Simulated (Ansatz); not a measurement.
# The cluster AlCl₃: a short trajectory

What does the cluster AlCl₃ do in its first 8 fs at constant energy, with the temperature set to 300 K?

The runs use Ansatz 0.2.0, Gaussian basis; PBE/6-31G*.

## 1. The geometry

The structure was relaxed beforehand with B3LYP-D4 in a triple-zeta def2 set.

4 atoms, charge 0, spin multiplicity 1.

Atoms are counted from 1 here; the program's logs count them from 0.

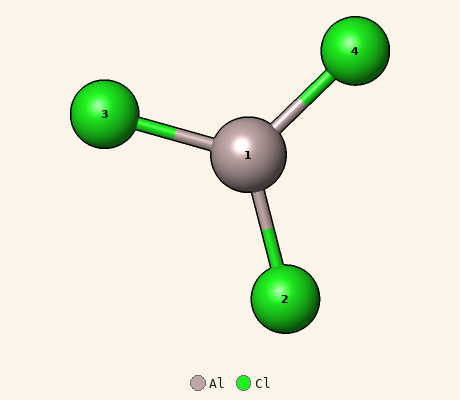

The structure; aluminium light grey, chlorine green; atoms are numbered from 1 in the order of the file.

## 2. The run

Contents of in.yaml:

```yaml
crystal:
  periodic: [false, false, false]
  atoms:
    - {symbol: Al, position_ang: [-0.000015, 0.000007, 0.000022]}
    - {symbol: Cl, position_ang: [-1.932212, -0.598736, 0.473846]}
    - {symbol: Cl, position_ang: [1.478150, -0.010081, 1.459970]}
    - {symbol: Cl, position_ang: [0.454078, 0.608810, -1.933828]}
basis:
  gaussian: {orbitals: "6-31G*"}
hamiltonian: {xc: {name: PBE}}
md: {timestep: 0.5 fs, n_steps: 15, ensemble: nve, temperature: 300, initial_velocities: maxwell_boltzmann, seed: 601}
scf: {omitted_lower_state_checks: [starts]}
```

Started as:

```console
> ansatz run in.yaml --threads 2 --pin off --events-out ev --progress --plain --max-ram 4352MiB
```

Output, cut to the lines that bear on the results:

```text
Functional definition: PBE
  name "PBE"
  cite "Perdew, Burke & Ernzerhof, Phys. Rev. Lett. 77, 3865 (1996) doi:10.1103/PhysRevLett.77.3865"
  parent pbe
[...]
881 factors; their error is unknown
[...]
mean field -44149.55309092 eV, -1622.4661504494 hartree, gradient 1.7e-5 eV, S^2 0.000000; 0 other end points of the search recorded, 0 dependent functions left out
[...]
reference -44149.55312820 eV, -1622.4661518194 hartree; 32, 32 occupied and 44, 44 virtual orbitals, 881 factors
md step     0: t =     0.00 fs  T =   300.0 K  F+E_penalty+E_count = -44149.55309092 eV  E_kin = 0.077556 eV  conserved = -44149.47553492 eV  (20 SCF iters)
[...]
md step     4: t =     2.00 fs  T =   281.9 K  F+E_penalty+E_count = -44149.54840063 eV  E_kin = 0.072869 eV  conserved = -44149.47553178 eV  (20 SCF iters)
[...]
md step     8: t =     4.00 fs  T =   239.6 K  F+E_penalty+E_count = -44149.53745064 eV  E_kin = 0.061929 eV  conserved = -44149.47552208 eV  (21 SCF iters)
[...]
md step    12: t =     6.00 fs  T =   182.1 K  F+E_penalty+E_count = -44149.52257679 eV  E_kin = 0.047068 eV  conserved = -44149.47550922 eV  (20 SCF iters)
[...]
md step    14: t =     7.00 fs  T =   151.5 K  F+E_penalty+E_count = -44149.51466486 eV  E_kin = 0.039162 eV  conserved = -44149.47550246 eV  (21 SCF iters)
[...]
md step    15: t =     7.50 fs  T =   136.5 K  F+E_penalty+E_count = -44149.51078139 eV  E_kin = 0.035282 eV  conserved = -44149.47549897 eV  (11 SCF iters)
Total energy: -44149.51081862 eV, -1622.4645969709 hartree
Atom 0 at    -0.035519    -0.014668    -0.020053 Å, force     1.341231     0.243945     0.469348 eV/Å
Atom 1 at    -1.917883    -0.593405     0.477822 Å, force    -1.080521    -0.335828     0.244898 eV/Å
Atom 2 at     1.484534    -0.007319     1.466256 Å, force    -0.318697    -0.017956    -0.299902 eV/Å
Atom 3 at     0.460387     0.611887    -1.928810 Å, force     0.057987     0.109839    -0.414344 eV/Å
Dipole moment:    -0.093936    -0.023305    -0.045021 e Å
Checks for a lower state left out: starts
```

Run time: 15 s. Hardware: 2 threads of Arm Neoverse V2, shared host.

## 3. The trajectory

Step by step, with energies from the first frame:

| time (fs) | T (K) | potential (meV) | conserved (meV) | Al1–Cl3 (Å) |
| --- | --- | --- | --- | --- |
| 0.0 | 300 | 0.0 | 0.00 | 2.078 |
| 0.5 | 298 | 0.5 | 0.00 | 2.081 |
| 1.0 | 294 | 1.5 | 0.00 | 2.085 |
| 1.5 | 289 | 2.9 | 0.00 | 2.088 |
| 2.0 | 282 | 4.7 | 0.00 | 2.092 |
| 2.5 | 273 | 6.9 | 0.00 | 2.095 |
| 3.0 | 263 | 9.5 | 0.01 | 2.099 |
| 3.5 | 252 | 12.4 | 0.01 | 2.102 |
| 4.0 | 240 | 15.6 | 0.01 | 2.105 |
| 4.5 | 226 | 19.1 | 0.02 | 2.109 |
| 5.0 | 212 | 22.8 | 0.02 | 2.112 |
| 5.5 | 197 | 26.6 | 0.02 | 2.115 |
| 6.0 | 182 | 30.5 | 0.03 | 2.118 |
| 6.5 | 167 | 34.5 | 0.03 | 2.121 |
| 7.0 | 151 | 38.4 | 0.03 | 2.123 |
| 7.5 | 136 | 42.3 | 0.04 | 2.126 |

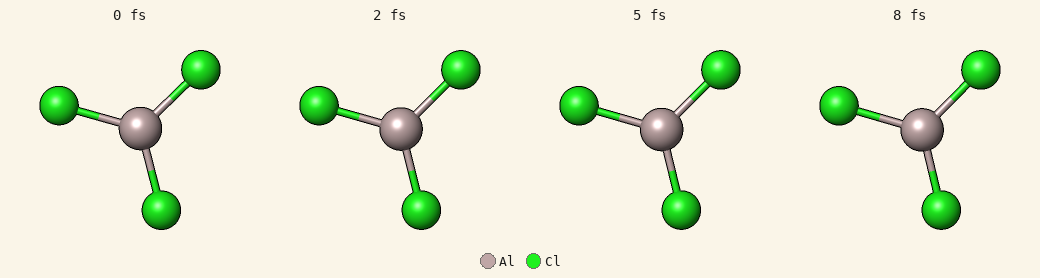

Four frames; sticks are those of the first frame.

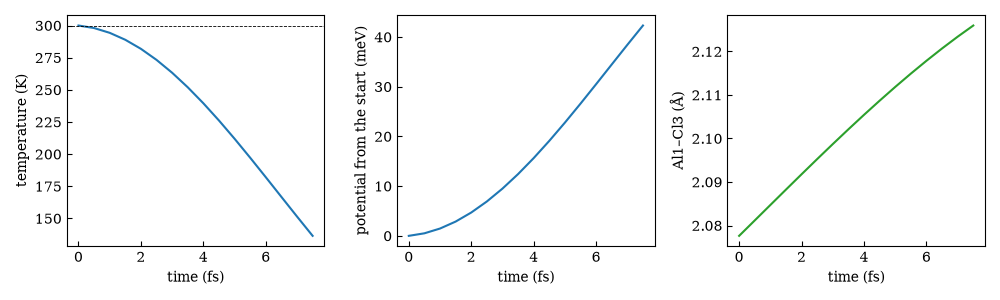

Temperature (the set value dashed), potential energy and the bond that swings most.

Positions (Å) and forces (eV/Å) at 7.5 fs:

```xyz
4

Al   -0.036   -0.015   -0.020    1.341    0.244    0.469
Cl   -1.918   -0.593    0.478   -1.081   -0.336    0.245
Cl    1.485   -0.007    1.466   -0.319   -0.018   -0.300
Cl    0.460    0.612   -1.929    0.058    0.110   -0.414
```

## 4. What came out

```
                              quantity                          value
                                length             15 steps of 0.5 fs
     temperature, first and last frame                     300, 136 K
              temperature, second half  mean 189 K, from 136 to 240 K
                swing of the potential                         42 meV
largest change of the conserved energy                       0.04 meV
                      range of Al1–Cl3               2.078 to 2.126 Å
```

From 300 K at the start the temperature swings between 136 and 300 K: with 4 atoms it has no steady value yet; starting near a minimum, about half of the kinetic energy flows into the potential. The conserved energy moves by 0.04 meV, 0.1 % of the potential's swing, so the step is short enough for this stretch. Al1–Cl3 swings most, by 0.05 Å; no bond breaks. A run of 8 fs gives no averages.
